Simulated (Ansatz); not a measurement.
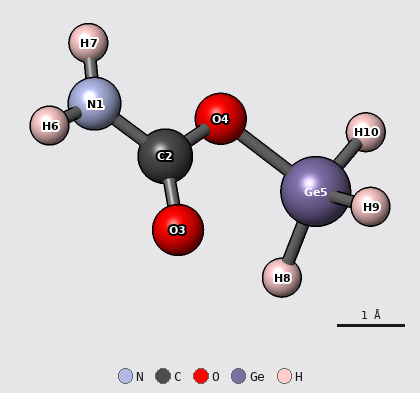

Fig. 1: The input geometry of run 1 (ball-and-stick view, seen at a tilt; atoms are numbered from 1 in the order of the input). Sticks mark near contacts. Bond lengths as drawn: C–N 1.35 Å, C–O 1.22 to 1.33 Å, Ge–H 1.53 to 1.54 Å, Ge–O 1.83 Å and H–N 1.00 Å.

# Two runs on CH$_{5}$GeNO$_{2}$

System: CH$_{5}$GeNO$_{2}$, SMILES NC(=O)[O][GeH3].
Method of run 1: RKS PBE-QIDH (frozen core)/def2-TZVPP (Ansatz 0.2.0).

The geometry comes from this level: PBE0-D4/def2-TZVP. Text and figures count atoms from 1; the logs count them from 0 in places.

**Input, run 1**
```yaml
crystal:
  periodic: [false, false, false]
  atoms:
    - {symbol: N, position_ang: [-0.629640, 1.167764, -1.614927]}
    - {symbol: C, position_ang: [-0.514956, 0.258745, -0.623589]}
    - {symbol: O, position_ang: [-1.352678, -0.580598, -0.357789]}
    - {symbol: O, position_ang: [0.632314, 0.373094, 0.046465]}
    - {symbol: Ge, position_ang: [0.765683, -0.872288, 1.378454]}
    - {symbol: H, position_ang: [-1.466328, 1.173239, -2.165890]}
    - {symbol: H, position_ang: [0.089544, 1.847127, -1.772812]}
    - {symbol: H, position_ang: [0.766240, -2.272583, 0.765358]}
    - {symbol: H, position_ang: [-0.348983, -0.644340, 2.399409]}
    - {symbol: H, position_ang: [2.141904, -0.501358, 1.948322]}
basis:
  gaussian: {orbitals: def2-TZVPP}
hamiltonian: {xc: {name: PBE-QIDH}}
```

Hardware: 4 threads of Oxide Virtual Turin-like, 27 GiB of memory available, shared host.

**Output (run 1)**
```
Functional definition: PBE-QIDH
  parameter a = 3^(-1/3)
  parameter c = 1/3
  exchange = (1 - a)*pbe_x + a*exact_x
  correlation = (1 - c)*pbe_c + c*(mp2_os + mp2_ss)
1503 factors; integrals over basis functions are off by at most 7.9e-4 eV
mean field evaluation 1: about -63184.4811 eV, gradient 5.4e1 eV
mean field evaluation 2: about -63184.6879 eV, gradient 5.4e1 eV
mean field evaluation 4: about -63189.4457 eV, gradient 4.7e0 eV
mean field evaluation 8: about -63189.4991 eV, gradient 5.2e-1 eV
mean field evaluation 16: about -63189.4997 eV, gradient 4.0e-4 eV
mean field -63189.49968844 eV, -2322.1712821690 hartree, gradient 5.6e-6 eV, S^2 0.000000; 0 other end points of the search recorded, 0 dependent functions left out
13 core orbitals not correlated: weight in the atoms' cores, before any rotation towards them, 1.000 or more for the frozen orbitals, at most 0.000 for the correlated occupied ones
reference -63189.49970071 eV, -2322.1712826197 hartree; 20, 20 occupied and 209, 209 virtual orbitals, 1503 factors
second order -33.26035875 eV of doubles, -0.00000000 eV of singles
Total energy: -63200.58648695 eV, -2322.5787144994 hartree
```

The input of run 2 differs as follows (lines with − go, lines with + come):
```diff
-hamiltonian: {xc: {name: PBE-QIDH}}
+hamiltonian: {xc: {name: B2PLYP}}
```

Predict how the results change.

The total energies belong to different methods, so their difference says nothing on which is more stable or more accurate. The functional changes from PBE-QIDH to B2PLYP.

**Output (run 2)**
```
Functional definition: B2PLYP
  parameter a = 0.53
  parameter c = 0.27
  exchange = (1 - a)*b88_x + a*exact_x
  correlation = (1 - c)*lyp_c + c*(mp2_os + mp2_ss)
1503 factors; integrals over basis functions are off by at most 7.9e-4 eV
mean field evaluation 1: about -63194.2928 eV, gradient 6.2e1 eV
mean field evaluation 2: about -63194.4570 eV, gradient 6.1e1 eV
mean field evaluation 4: about -63200.4092 eV, gradient 6.1e0 eV
mean field evaluation 8: about -63200.4847 eV, gradient 6.6e-1 eV
mean field evaluation 16: about -63200.4855 eV, gradient 1.3e-4 eV
mean field -63200.48551919 eV, -2322.5750040026 hartree, gradient 8.4e-6 eV, S^2 0.000000; 0 other end points of the search recorded, 0 dependent functions left out
13 core orbitals not correlated: weight in the atoms' cores, before any rotation towards them, 1.000 or more for the frozen orbitals, at most 0.000 for the correlated occupied ones
reference -63200.48569052 eV, -2322.5750102989 hartree; 20, 20 occupied and 209, 209 virtual orbitals, 1503 factors
second order -35.85894705 eV of doubles, -0.00000000 eV of singles
Total energy: -63210.16760623 eV, -2322.9308141384 hartree
```

**The two runs side by side**

```csv
quantity,run 1,run 2
outcome,converged,converged
total energy (hartree),−2322.578714,−2322.930814
basis functions,242,242
wall time (shared host),5.5 s,5 s
```
